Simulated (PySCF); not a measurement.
# SiN2H6: spin-spin couplings and electronic excitations at several levels of theory, part 1 of 2

How much do the spin-spin couplings and electronic excitations of SiN2H6 (`N[SiH2]N`) depend on the level of theory, and what does each level cost?

Programs: PySCF 2.14.0, with density-fitted response routines of our own. Each step states its level of theory. These are calculated values for one molecule in the gas phase, unless marked as measured. Atoms count from 0, in the outputs and in this text.

### 1 The starting structure

9 atoms, charge 0, multiplicity 1; geometry from: PBE0-D3(BJ)/def2-SVP.

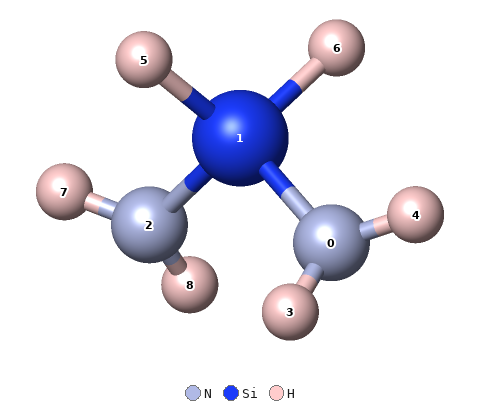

The starting geometry (nitrogen light blue, silicon blue, hydrogen pink), atoms numbered; sticks join atoms by distance.

### 2 Indirect couplings: B3LYP/def2-TZVP

The job: settings as JSON, then the geometry in Å.

```
{"job": {"kind": "j", "xc": "B3LYP", "basis": "def2-TZVP"}, "charge": 0, "multiplicity": 1}
N      1.240481    -0.362972     0.012295
Si    -0.309282     0.389032     0.093369
N     -1.508110    -0.822136    -0.164211
H      1.483692    -1.122115     0.637965
H      2.054948     0.170455    -0.266078
H     -0.718925     1.010686     1.397540
H     -0.209586     1.498921    -0.912952
H     -2.432398    -0.729040     0.237712
H     -1.512690    -1.389917    -1.003182
```

Level: B3LYP/def2-TZVP indirect spin-spin coupling, non-relativistic, gas phase.

Run with:

```
> OMP_NUM_THREADS=1 python probes_run.py task.json out
```

One launch serves the whole session: the jobs run in the order shown.

The program printed:

```text
coarse grid: 7472 points
cycle   1  E = -402.6757683655  dE =  7.899e-02  |g| = 6.336e-01  |ddm| = 2.038e+00
cycle   2  E = -402.5578790036  dE =  1.179e-01  |g| = 9.659e-01  |ddm| = 1.067e+00
cycle   3  E = -402.7580213254  dE = -2.001e-01  |g| = 4.477e-02  |ddm| = 7.163e-01
cycle   4  E = -402.7585313556  dE = -5.100e-04  |g| = 9.277e-03  |ddm| = 4.553e-02
cycle   5  E = -402.7585532121  dE = -2.186e-05  |g| = 2.917e-03  |ddm| = 1.078e-02
cycle   6  E = -402.7585552494  dE = -2.037e-06  |g| = 3.704e-04  |ddm| = 2.939e-03
final grid: 66144 points
cycle   7  E = -402.7492196290  dE = -1.832e-05  |g| = 5.590e-03  |ddm| = 1.872e-02
cycle   8  E = -402.7492111044  dE =  8.525e-06  |g| = 8.549e-03  |ddm| = 8.577e-03
cycle   9  E = -402.7492258435  dE = -1.474e-05  |g| = 2.606e-04  |ddm| = 5.122e-03
cycle  10  E = -402.7492258598  dE = -1.623e-08  |g| = 1.083e-04  |ddm| = 3.313e-04
cycle  11  E = -402.7492258626  dE = -2.772e-09  |g| = 1.637e-05  |ddm| = 1.055e-04
cycle  12  E = -402.7492258626  dE = -5.934e-11  |g| = 4.937e-06  |ddm| = 1.517e-05
converged SCF energy = -402.7492258626

Indirect spin-spin couplings (Hz)
  i      j    bonds     total        FC       PSO       DSO        SD
  0 N    1 Si   1     16.984    19.515    -2.838     0.029     0.278
  0 N    2 N    2      5.147     5.178    -0.034    -0.007     0.010
  0 N    3 H    1    -73.829   -70.116    -3.172    -0.292    -0.248
  0 N    4 H    1    -75.412   -71.645    -3.215    -0.289    -0.262
  0 N    5 H    2     -1.542    -1.683    -0.031     0.179    -0.008
  0 N    6 H    2    -13.330   -13.456     0.021     0.089     0.017
  0 N    7 H    3     -3.667    -3.762    -0.139     0.237    -0.003
  0 N    8 H    3      0.503     0.518    -0.040     0.053    -0.028
  1 Si   2 N    1     17.742    20.283    -2.846     0.029     0.276
  1 Si   3 H    2      0.992     0.071     0.533     0.390    -0.003
  1 Si   4 H    2     -5.193    -6.238     0.652     0.391     0.002
  1 Si   5 H    1   -177.735  -178.109     0.865    -0.278    -0.213
  1 Si   6 H    1   -178.357  -178.734     0.869    -0.278    -0.213
  1 Si   7 H    2     -5.537    -6.595     0.654     0.395     0.008
  1 Si   8 H    2      0.648    -0.279     0.528     0.396     0.002
  2 N    3 H    3      0.507     0.522    -0.040     0.055    -0.030
  2 N    4 H    3     -3.725    -3.821    -0.139     0.238    -0.003
  2 N    5 H    2    -13.272   -13.398     0.020     0.089     0.017
  2 N    6 H    2     -1.753    -1.892    -0.031     0.179    -0.008
  2 N    7 H    1    -76.222   -72.457    -3.209    -0.290    -0.266
  2 N    8 H    1    -74.700   -70.994    -3.162    -0.293    -0.252
  3 H    4 H    2     -6.785    -7.807     5.575    -4.943     0.390
  3 H    5 H    3     -0.835    -0.428     0.803    -1.216     0.006
  3 H    6 H    3      9.228    10.193     2.109    -3.057    -0.016
  3 H    7 H    4     -0.699    -0.262     1.240    -1.665    -0.013
  4 H    5 H    3     -1.301    -0.667     1.261    -1.895    -0.001
  4 H    6 H    3      0.269     0.206     0.067    -0.047     0.042
  4 H    7 H    4      0.842     1.527     1.787    -2.467    -0.005
  4 H    8 H    4     -0.711    -0.268     1.257    -1.686    -0.014
  5 H    6 H    2     19.478    20.216     0.893    -1.679     0.048
  5 H    7 H    3      0.301     0.238     0.064    -0.042     0.042
  5 H    8 H    3      9.240    10.202     2.111    -3.057    -0.016
  6 H    7 H    3     -1.211    -0.565     1.283    -1.926    -0.002
  6 H    8 H    3     -0.976    -0.556     0.830    -1.255     0.004
  7 H    8 H    2     -6.561    -7.563     5.610    -4.991     0.382
```

It took 13 s on 1 thread of Arm Neoverse V1, shared host; peak memory 0.54 GiB.

The basis is not made for couplings: without tight functions at the nuclei these values are rough.

Couplings of 1 Hz or more, nine at most for each number of bonds, with means over like pairs (isotopes 1H, 15N, 29Si):

```tsv
pair	bonds	J (Hz)	Fermi contact (Hz)
Si1–H5	1	-178.0	-178.4
N0–H3	1	-75.0	-71.3
N0–Si1	1	17.4	19.9
H5–H6	2	19.5	20.2
N0–H5	2	-7.5	-7.6
H3–H4	2	-6.7	-7.7
N0–N2	2	5.1	5.2
Si1–H3	2	-2.3	-3.3
H3–H5	3	1.8	2.3
N0–H7	3	-1.6	-1.6
```

Quadrupole couplings from the field gradients of the same density:

```tsv
atom	isotope	eQq/h (MHz)	η
N2	14N	-4.201	0.38
N0	14N	-4.165	0.38
```

### 3 Spin-spin couplings: B3LYP/cc-pVTZ

Settings changed since step 2:

```diff
@@ -1,2 +1,2 @@
-{"job": {"kind": "j", "xc": "B3LYP", "basis": "def2-TZVP"}, "charge": 0, "multiplicity": 1}
+{"job": {"kind": "j", "xc": "B3LYP", "basis": "cc-pVTZ"}, "charge": 0, "multiplicity": 1}
 N      1.240481    -0.362972     0.012295
```

Level: B3LYP/cc-pVTZ indirect spin-spin coupling, non-relativistic, gas phase.

The program printed:

```text
coarse grid: 7472 points
cycle   1  E = -402.6606142230  dE =  8.641e-02  |g| = 6.364e-01  |ddm| = 5.571e+00
cycle   2  E = -402.5463187629  dE =  1.143e-01  |g| = 9.615e-01  |ddm| = 2.177e+00
cycle   3  E = -402.7433251193  dE = -1.970e-01  |g| = 4.384e-02  |ddm| = 1.365e+00
cycle   4  E = -402.7438353534  dE = -5.102e-04  |g| = 9.167e-03  |ddm| = 9.324e-02
cycle   5  E = -402.7438576500  dE = -2.230e-05  |g| = 2.891e-03  |ddm| = 2.180e-02
cycle   6  E = -402.7438596307  dE = -1.981e-06  |g| = 3.509e-04  |ddm| = 5.549e-03
final grid: 66144 points
cycle   7  E = -402.7458452718  dE = -2.345e-05  |g| = 5.516e-03  |ddm| = 4.429e-02
cycle   8  E = -402.7458373444  dE =  7.927e-06  |g| = 8.361e-03  |ddm| = 1.893e-02
cycle   9  E = -402.7458512831  dE = -1.394e-05  |g| = 2.513e-04  |ddm| = 1.119e-02
cycle  10  E = -402.7458512989  dE = -1.586e-08  |g| = 1.137e-04  |ddm| = 6.782e-04
cycle  11  E = -402.7458513022  dE = -3.316e-09  |g| = 1.637e-05  |ddm| = 2.192e-04
cycle  12  E = -402.7458513023  dE = -5.934e-11  |g| = 6.120e-06  |ddm| = 2.975e-05
converged SCF energy = -402.7458513023

Indirect spin-spin couplings (Hz)
  i      j    bonds     total        FC       PSO       DSO        SD
  0 N    1 Si   1     15.518    18.021    -2.792     0.029     0.260
  0 N    2 N    2      4.367     4.397    -0.034    -0.007     0.011
  0 N    3 H    1    -66.336   -62.380    -3.296    -0.280    -0.381
  0 N    4 H    1    -68.249   -64.243    -3.330    -0.277    -0.400
  0 N    5 H    2     -1.126    -1.318     0.009     0.179     0.004
  0 N    6 H    2    -11.790   -11.941     0.049     0.089     0.014
  0 N    7 H    3     -3.436    -3.545    -0.126     0.237    -0.002
  0 N    8 H    3      0.483     0.493    -0.034     0.054    -0.029
  1 Si   2 N    1     16.292    18.805    -2.800     0.029     0.259
  1 Si   3 H    2      0.550    -0.379     0.526     0.394     0.010
  1 Si   4 H    2     -5.759    -6.775     0.614     0.394     0.009
  1 Si   5 H    1   -164.871  -165.532     0.875    -0.275     0.061
  1 Si   6 H    1   -165.513  -166.178     0.880    -0.275     0.060
  1 Si   7 H    2     -6.136    -7.164     0.616     0.398     0.015
  1 Si   8 H    2      0.175    -0.760     0.520     0.399     0.015
  2 N    3 H    3      0.485     0.496    -0.035     0.055    -0.031
  2 N    4 H    3     -3.492    -3.604    -0.125     0.239    -0.002
  2 N    5 H    2    -11.726   -11.877     0.049     0.089     0.013
  2 N    6 H    2     -1.331    -1.523     0.009     0.179     0.004
  2 N    7 H    1    -68.959   -64.955    -3.324    -0.278    -0.403
  2 N    8 H    1    -67.157   -63.208    -3.286    -0.281    -0.383
  3 H    4 H    2     -5.578    -6.980     6.027    -5.019     0.395
  3 H    5 H    3     -0.900    -0.430     0.750    -1.225     0.006
  3 H    6 H    3      9.245    10.294     2.040    -3.069    -0.020
  3 H    7 H    4     -0.675    -0.263     1.277    -1.674    -0.015
  4 H    5 H    3     -1.424    -0.686     1.169    -1.904    -0.002
  4 H    6 H    3      0.387     0.287     0.107    -0.054     0.046
  4 H    7 H    4      0.818     1.513     1.790    -2.477    -0.007
  4 H    8 H    4     -0.686    -0.269     1.295    -1.696    -0.015
  5 H    6 H    2     19.003    19.984     0.628    -1.687     0.078
  5 H    7 H    3      0.426     0.325     0.105    -0.049     0.046
  5 H    8 H    3      9.270    10.315     2.044    -3.069    -0.020
  6 H    7 H    3     -1.332    -0.583     1.191    -1.936    -0.003
  6 H    8 H    3     -1.046    -0.563     0.776    -1.263     0.004
  7 H    8 H    2     -5.387    -6.771     6.065    -5.066     0.385
```

Wall time 20 s (1 thread of Arm Neoverse V1, shared host); peak memory 0.71 GiB.

The basis is not made for couplings: without tight functions at the nuclei these values are rough.

In short: J(Si1,H5) -165.2 Hz, J(N0,H3) -67.7 Hz, J(H5,H6) 19.0 Hz (means over like pairs).

### 4 J couplings: B3LYP/6-31G*

Settings changed since step 3:

```diff
@@ -1,2 +1,2 @@
-{"job": {"kind": "j", "xc": "B3LYP", "basis": "cc-pVTZ"}, "charge": 0, "multiplicity": 1}
+{"job": {"kind": "j", "xc": "B3LYP", "basis": "6-31G*"}, "charge": 0, "multiplicity": 1}
 N      1.240481    -0.362972     0.012295
```

Method: B3LYP/6-31G* indirect spin-spin coupling, non-relativistic, gas phase.

The program printed:

```text
coarse grid: 7472 points
cycle   1  E = -402.6030603364  dE =  1.095e-01  |g| = 6.027e-01  |ddm| = 2.513e+00
cycle   2  E = -402.5101488614  dE =  9.291e-02  |g| = 8.709e-01  |ddm| = 1.212e+00
cycle   3  E = -402.6814272882  dE = -1.713e-01  |g| = 3.922e-02  |ddm| = 7.934e-01
cycle   4  E = -402.6818830413  dE = -4.558e-04  |g| = 7.850e-03  |ddm| = 6.017e-02
cycle   5  E = -402.6819009917  dE = -1.795e-05  |g| = 1.894e-03  |ddm| = 1.198e-02
cycle   6  E = -402.6819021139  dE = -1.122e-06  |g| = 1.873e-04  |ddm| = 2.658e-03
final grid: 66144 points
cycle   7  E = -402.6446944908  dE = -6.422e-06  |g| = 5.076e-03  |ddm| = 8.757e-03
cycle   8  E = -402.6446877842  dE =  6.707e-06  |g| = 7.573e-03  |ddm| = 1.024e-02
cycle   9  E = -402.6447002822  dE = -1.250e-05  |g| = 2.028e-04  |ddm| = 5.972e-03
cycle  10  E = -402.6447002955  dE = -1.327e-08  |g| = 5.807e-05  |ddm| = 3.547e-04
cycle  11  E = -402.6447002964  dE = -9.015e-10  |g| = 1.054e-05  |ddm| = 6.673e-05
converged SCF energy = -402.6447002964

Indirect spin-spin couplings (Hz)
  i      j    bonds     total        FC       PSO       DSO        SD
  0 N    1 Si   1     22.160    24.173    -2.260     0.029     0.218
  0 N    2 N    2      4.349     4.376    -0.026    -0.007     0.006
  0 N    3 H    1    -74.661   -71.329    -2.683    -0.328    -0.322
  0 N    4 H    1    -75.890   -72.491    -2.739    -0.324    -0.336
  0 N    5 H    2     -1.795    -1.979     0.021     0.176    -0.013
  0 N    6 H    2    -11.224   -11.387     0.062     0.086     0.016
  0 N    7 H    3     -3.213    -3.364    -0.085     0.236    -0.000
  0 N    8 H    3      0.509     0.511    -0.025     0.053    -0.031
  1 Si   2 N    1     22.826    24.848    -2.267     0.030     0.217
  1 Si   3 H    2      0.671    -0.409     0.718     0.384    -0.022
  1 Si   4 H    2     -5.316    -6.340     0.670     0.384    -0.030
  1 Si   5 H    1   -184.179  -184.317     0.765    -0.303    -0.324
  1 Si   6 H    1   -184.854  -184.992     0.766    -0.303    -0.326
  1 Si   7 H    2     -5.589    -6.630     0.677     0.388    -0.025
  1 Si   8 H    2      0.400    -0.689     0.717     0.390    -0.017
  2 N    3 H    3      0.510     0.512    -0.025     0.055    -0.033
  2 N    4 H    3     -3.266    -3.418    -0.085     0.237     0.000
  2 N    5 H    2    -11.169   -11.332     0.061     0.086     0.015
  2 N    6 H    2     -1.960    -2.143     0.021     0.176    -0.013
  2 N    7 H    1    -76.588   -73.189    -2.734    -0.325    -0.340
  2 N    8 H    1    -75.414   -72.087    -2.674    -0.328    -0.325
  3 H    4 H    2     -6.960    -6.535     4.019    -4.823     0.379
  3 H    5 H    3     -1.429    -0.599     0.356    -1.193     0.007
  3 H    6 H    3      9.419    11.123     1.338    -3.026    -0.016
  3 H    7 H    4     -1.075    -0.262     0.852    -1.651    -0.013
  3 H    8 H    4     -0.330     0.032     0.394    -0.764     0.008
  4 H    5 H    3     -2.124    -0.913     0.659    -1.869    -0.002
  4 H    6 H    3      0.173     0.248    -0.109    -0.020     0.054
  4 H    7 H    4      0.520     1.752     1.219    -2.451     0.001
  4 H    8 H    4     -1.089    -0.268     0.865    -1.673    -0.014
  5 H    6 H    2     19.188    20.637     0.136    -1.614     0.029
  5 H    7 H    3      0.213     0.286    -0.111    -0.016     0.054
  5 H    8 H    3      9.436    11.135     1.343    -3.026    -0.016
  6 H    7 H    3     -2.039    -0.812     0.676    -1.901    -0.003
  6 H    8 H    3     -1.580    -0.731     0.376    -1.231     0.005
  7 H    8 H    2     -6.718    -6.264     4.050    -4.869     0.366
```

Run time: 4.8 s. Hardware: 1 thread of Arm Neoverse V1, shared host; peak memory 0.45 GiB.

The basis is not made for couplings: without tight functions at the nuclei these values are rough.

In short: J(Si1,H5) -184.5 Hz, J(N0,H3) -75.6 Hz, J(N0,Si1) 22.5 Hz (means over like pairs).

### 5 TDDFT and polarisability: HF/def2-SVPD

Settings changed since step 4:

```diff
@@ -1,2 +1,2 @@
-{"job": {"kind": "j", "xc": "B3LYP", "basis": "6-31G*"}, "charge": 0, "multiplicity": 1}
+{"job": {"kind": "uv", "xc": "HF", "basis": "def2-SVPD", "ip": true}, "charge": 0, "multiplicity": 1}
 N      1.240481    -0.362972     0.012295
```

Level: TDDFT HF/def2-SVPD, vertical, gas phase, core orbitals frozen in the response.

The program printed:

```text
final grid: 66144 points
cycle   1  E = -401.1809391564  dE =  1.087e-02  |g| = 3.340e-01  |ddm| = 3.171e+00
cycle   2  E = -401.2129881354  dE = -3.205e-02  |g| = 1.125e-01  |ddm| = 6.528e-01
cycle   3  E = -401.2163944475  dE = -3.406e-03  |g| = 4.629e-02  |ddm| = 2.015e-01
cycle   4  E = -401.2169960494  dE = -6.016e-04  |g| = 5.350e-03  |ddm| = 9.883e-02
cycle   5  E = -401.2170099079  dE = -1.386e-05  |g| = 1.137e-03  |ddm| = 2.234e-02
cycle   6  E = -401.2170107864  dE = -8.785e-07  |g| = 2.583e-04  |ddm| = 6.059e-03
cycle   7  E = -401.2170108399  dE = -5.344e-08  |g| = 6.233e-05  |ddm| = 1.671e-03
cycle   8  E = -401.2170108431  dE = -3.198e-09  |g| = 1.574e-05  |ddm| = 3.599e-04
cycle   9  E = -401.2170108433  dE = -1.930e-10  |g| = 5.219e-06  |ddm| = 7.288e-05
converged SCF energy = -401.2170108433

Static polarisability (au): isotropic 41.542, principal 38.967 41.493 44.167

Singlet excitations
state   eV       nm        f      main configurations
  1   7.6499    162.1   0.02661   H->L 0.53, H-1->L+1 0.27
  2   7.7367    160.3   0.04235   H-1->L 0.42, H->L+1 0.39
  3   8.9252    138.9   0.00376   H->L+1 0.36, H->L+4 0.19, H-1->L 0.18
  4   9.0648    136.8   0.02779   H->L+2 0.31, H-1->L+1 0.22, H->L+3 0.19
  5   9.1570    135.4   0.13794   H->L 0.25, H->L+2 0.23, H-1->L+1 0.13
  6   9.2817    133.6   0.00181   H-1->L+5 0.27, H->L+6 0.22, H-1->L+2 0.12
  7   9.4757    130.8   0.00866   H->L+5 0.24, H->L+2 0.17, H-1->L+6 0.14
  8   9.8624    125.7   0.00286   H-1->L+3 0.34, H->L+4 0.15, H-2->L+1 0.14
  9   9.9170    125.0   0.13745   H-1->L+4 0.22, H->L+3 0.18, H-1->L+1 0.15
 10  10.1169    122.6   0.07835   H-1->L+2 0.39, H-1->L 0.20, H->L+6 0.14

Triplet excitations (Tamm-Dancoff, eV): 7.0897 7.1248 8.1797 8.2121
Vertical ionisation energy (delta-SCF) = 9.4023 eV
```

Wall time 3.7 s (1 thread of Arm Neoverse V1, shared host); peak memory 0.45 GiB.

The orbitals next to the gap, with their largest atomic shares:

```tsv
orbital	eV	atoms
HOMO−3	-14.37	Si1 30 %, N0 16 %, H5 15 %
HOMO−2	-12.97	Si1 30 %, H6 18 %, H5 17 %
HOMO−1	-11.07	N0 37 %, N2 34 %, Si1 12 %
HOMO	-10.68	N2 29 %, N0 26 %, Si1 17 %
LUMO	2.58	Si1 57 %, H7 7 %, H4 7 %
LUMO+1	3.31	N2 14 %, N0 14 %, Si1 13 %
LUMO+2	3.85	Si1 32 %, H5 15 %, H6 15 %
```

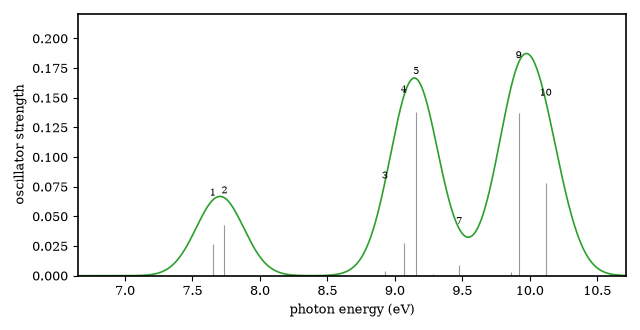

Absorption spectrum from the 10 singlet states computed; above the last one it falls off for lack of states. Lines are broadened to a width of 0.40 eV (Gaussian).

Further results of this job:

```tsv
property	computed
dipole moment (D)	0.53
polarisability (Å³)	6.16
HOMO–LUMO gap (eV)	13.26
−ε(HOMO) (eV)	10.68
```

### 6 Ultraviolet spectrum: LDA/def2-SVPD

Settings changed since step 5:

```diff
@@ -1,2 +1,2 @@
-{"job": {"kind": "uv", "xc": "HF", "basis": "def2-SVPD", "ip": true}, "charge": 0, "multiplicity": 1}
+{"job": {"kind": "uv", "xc": "LDA", "basis": "def2-SVPD", "ip": true}, "charge": 0, "multiplicity": 1}
 N      1.240481    -0.362972     0.012295
```

With the program's defaults for keys left out, this is: TDDFT LDA/def2-SVPD, vertical, gas phase, core orbitals frozen in the response.

The program printed:

```text
coarse grid: 7472 points
cycle   1  E = -400.2500908192  dE =  9.230e-02  |g| = 6.642e-01  |ddm| = 3.471e+00
cycle   2  E = -399.9143170654  dE =  3.358e-01  |g| = 1.357e+00  |ddm| = 2.945e+00
cycle   3  E = -400.3479926628  dE = -4.337e-01  |g| = 7.135e-02  |ddm| = 2.214e+00
cycle   4  E = -400.3497555147  dE = -1.763e-03  |g| = 1.979e-02  |ddm| = 1.780e-01
cycle   5  E = -400.3498910919  dE = -1.356e-04  |g| = 5.255e-03  |ddm| = 3.490e-02
cycle   6  E = -400.3498992557  dE = -8.164e-06  |g| = 1.153e-03  |ddm| = 1.039e-02
final grid: 66144 points
cycle   7  E = -400.4031011923  dE = -1.792e-05  |g| = 3.646e-03  |ddm| = 4.504e-02
cycle   8  E = -400.4030925733  dE =  8.619e-06  |g| = 7.238e-03  |ddm| = 1.132e-02
cycle   9  E = -400.4031040959  dE = -1.152e-05  |g| = 3.833e-04  |ddm| = 8.524e-03
cycle  10  E = -400.4031041298  dE = -3.393e-08  |g| = 1.925e-04  |ddm| = 6.352e-04
cycle  11  E = -400.4031041380  dE = -8.115e-09  |g| = 6.310e-05  |ddm| = 2.819e-04
cycle  12  E = -400.4031041389  dE = -9.394e-10  |g| = 8.202e-06  |ddm| = 8.483e-05
converged SCF energy = -400.4031041389

Static polarisability (au): isotropic 49.219, principal 45.186 49.170 53.302

Singlet excitations
state   eV       nm        f      main configurations
  1   5.8185    213.1   0.04037   H->L 0.99
  2   6.0372    205.4   0.01499   H->L+1 0.95
  3   6.0951    203.4   0.01738   H-1->L 0.96
  4   6.4211    193.1   0.04739   H-1->L+1 0.97
  5   6.9221    179.1   0.03062   H->L+2 0.99
  6   7.2067    172.0   0.01328   H-1->L+2 0.99
  7   7.3240    169.3   0.03021   H->L+3 0.96
  8   7.5380    164.5   0.00606   H-1->L+3 0.83, H->L+4 0.16
  9   7.6534    162.0   0.01117   H->L+5 0.49, H->L+4 0.42
 10   7.7476    160.0   0.08150   H->L+5 0.49, H->L+4 0.35, H-1->L+3 0.08

Triplet excitations (Tamm-Dancoff, eV): 5.6183 5.7420 5.9064 6.0355
Vertical ionisation energy (delta-SCF) = 9.0846 eV
```

Run time: 16 s. Hardware: 1 thread of Arm Neoverse V1, shared host; peak memory 0.45 GiB.

Key values: HOMO -5.93 eV, LUMO -0.20 eV; lowest singlet 5.82 eV.

### 7 TDDFT and polarisability: PBE/def2-SVPD

Settings changed since step 6:

```diff
@@ -1,2 +1,2 @@
-{"job": {"kind": "uv", "xc": "LDA", "basis": "def2-SVPD", "ip": true}, "charge": 0, "multiplicity": 1}
+{"job": {"kind": "uv", "xc": "PBE", "basis": "def2-SVPD", "ip": true}, "charge": 0, "multiplicity": 1}
 N      1.240481    -0.362972     0.012295
```

Method: TDDFT PBE/def2-SVPD, vertical, gas phase, core orbitals frozen in the response.

The program printed:

```text
coarse grid: 7472 points
cycle   1  E = -402.0482824528  dE =  9.328e-02  |g| = 6.648e-01  |ddm| = 3.475e+00
cycle   2  E = -401.7314697708  dE =  3.168e-01  |g| = 1.319e+00  |ddm| = 2.848e+00
cycle   3  E = -402.1458785849  dE = -4.144e-01  |g| = 7.218e-02  |ddm| = 2.169e+00
cycle   4  E = -402.1477472631  dE = -1.869e-03  |g| = 1.669e-02  |ddm| = 1.827e-01
cycle   5  E = -402.1478509495  dE = -1.037e-04  |g| = 4.504e-03  |ddm| = 3.053e-02
cycle   6  E = -402.1478567573  dE = -5.808e-06  |g| = 1.009e-03  |ddm| = 8.047e-03
final grid: 66144 points
cycle   7  E = -402.2018543914  dE = -3.805e-06  |g| = 1.169e-02  |ddm| = 5.405e-02
cycle   8  E = -402.2017666464  dE =  8.774e-05  |g| = 2.295e-02  |ddm| = 3.948e-02
cycle   9  E = -402.2018841612  dE = -1.175e-04  |g| = 6.523e-04  |ddm| = 2.766e-02
cycle  10  E = -402.2018843026  dE = -1.414e-07  |g| = 1.382e-04  |ddm| = 1.109e-03
cycle  11  E = -402.2018843065  dE = -3.885e-09  |g| = 6.954e-05  |ddm| = 2.424e-04
cycle  12  E = -402.2018843076  dE = -1.077e-09  |g| = 1.477e-05  |ddm| = 8.836e-05
cycle  13  E = -402.2018843076  dE = -5.366e-11  |g| = 2.262e-06  |ddm| = 2.164e-05
converged SCF energy = -402.2018843076

Static polarisability (au): isotropic 48.363, principal 44.310 48.270 52.508

Singlet excitations
state   eV       nm        f      main configurations
  1   5.8017    213.7   0.04297   H->L 0.99
  2   6.0128    206.2   0.00361   H-1->L 0.92, H->L+1 0.08
  3   6.0844    203.8   0.02716   H->L+1 0.91, H-1->L 0.08
  4   6.3907    194.0   0.04253   H-1->L+1 0.97
  5   6.9352    178.8   0.03041   H->L+2 0.99
  6   7.1550    173.3   0.01521   H-1->L+2 0.99
  7   7.3436    168.8   0.02246   H->L+3 0.97
  8   7.5214    164.8   0.00541   H-1->L+3 0.87, H->L+4 0.12
  9   7.6741    161.6   0.00306   H->L+5 0.88, H->L+4 0.09
 10   7.7313    160.4   0.08128   H->L+4 0.74, H->L+5 0.11, H-1->L+3 0.09

Triplet excitations (Tamm-Dancoff, eV): 5.5609 5.7242 5.8269 5.9880
Vertical ionisation energy (delta-SCF) = 8.9646 eV
```

It took 22 s on 1 thread of Arm Neoverse V1, shared host; peak memory 0.45 GiB.

Key values: HOMO -5.84 eV, LUMO -0.13 eV; lowest singlet 5.80 eV.

(Continued in part 2 of 2.)
